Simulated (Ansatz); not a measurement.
# C₂HSi₂ (SMILES [Si]#CC#[SiH]) (doublet): what the fields show

Input file:

```
crystal:
  periodic: [false, false, false]
  atoms:
    - {symbol: C, position_ang: [-0.766991, -0.851095, -2.019252]}
    - {symbol: C, position_ang: [0.364860, -1.136458, -1.482769]}
    - {symbol: Si, position_ang: [-2.285528, -0.517672, -2.826741]}
    - {symbol: Si, position_ang: [1.845882, -1.344228, -0.486762]}
    - {symbol: H, position_ang: [2.529310, -2.273722, -1.506098]}
basis:
  gaussian:
    orbitals: def2-TZVPD
magnetization:
  spin_polarized: true
  initial_magnetization: 1
hamiltonian:
  xc: pbe0
output:
  forces: true
  orbitals: {seedname: orbitals}
```

Run with:

```sh
ansatz run input.yaml --threads 1 --pin off --max-ram 2610MiB --events-out events.jsonl --progress --plain --runs-dir runs
```

Geometry: PBE-D3(BJ)/def2-SVP.

All numbers below come from isolated molecule in a Gaussian basis; Kohn-Sham density functional theory, functional PBE0 (Ansatz).

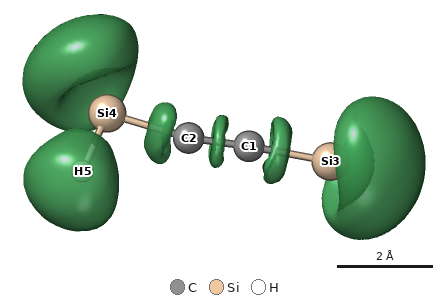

Figure 1. Isosurface of the ELF at 0.85 (green), seen at an oblique angle. Only the valence region is drawn (cores and ρ < 0.01 e/Å³ removed).

Q: Identify the bonds, lone pairs and shells in this picture.

A: At this value the surface marks out one region between bonded C–C atoms (shared pairs), two regions between bonded C–Si atoms (shared pairs), one region around a hydrogen nucleus and two lobes on Si, pointing away from the bonds (non-bonding electrons). Profiles from the grid: C–C (1.28 Å): the ELF peaks at about 0.90 between the atoms (a short, multiple covalent bond). C–Si (1.75 Å): the ELF peaks at about 0.90 between the atoms, as expected for a covalent bond.

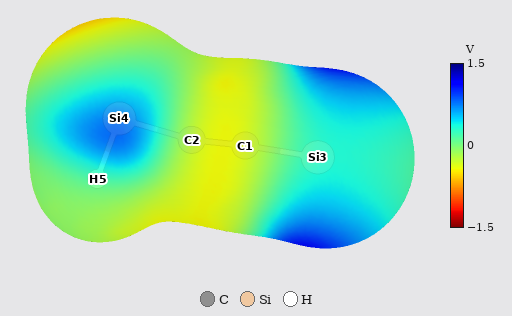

Figure 2. The molecular electrostatic potential painted on the density surface at 0.001 e/bohr³, seen across its widest extent; red is negative and blue positive.

Q: Which sites attract a positive test charge, and which a negative one?

A: A positive charge is drawn to the negative regions and a negative charge to the positive ones. The most negative region (about −0.6 V, or −14 kcal/mol for a unit charge) lies over Si4, the most positive (about +1.1 V, or +25 kcal/mol for a unit charge) over Si3.

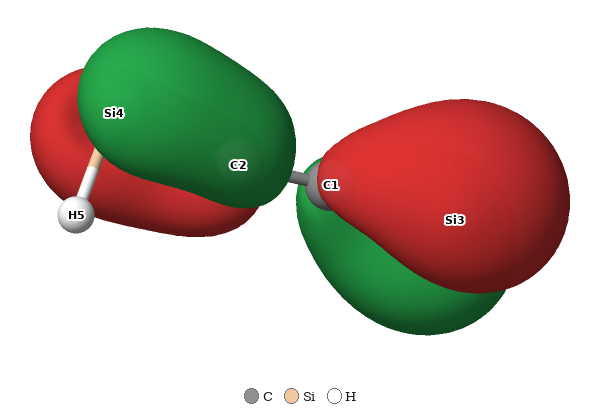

Figure 3. The HOMO (α) at ±0.1 Å⁻³ᐟ² (green and red are the two phases), seen at a tilt.

Q: Describe this orbital and give its energy.

A: By Hirshfeld shares it lies mainly on Si3 (about 50 %), Si4 (about 25 %), C2 (about 15 %) and C1 (about 10 %); it changes sign across the molecular plane (π type); π-bonding across C2–Si4; π-antibonding (a node) across C1–C2. Its energy is −5.90 eV.
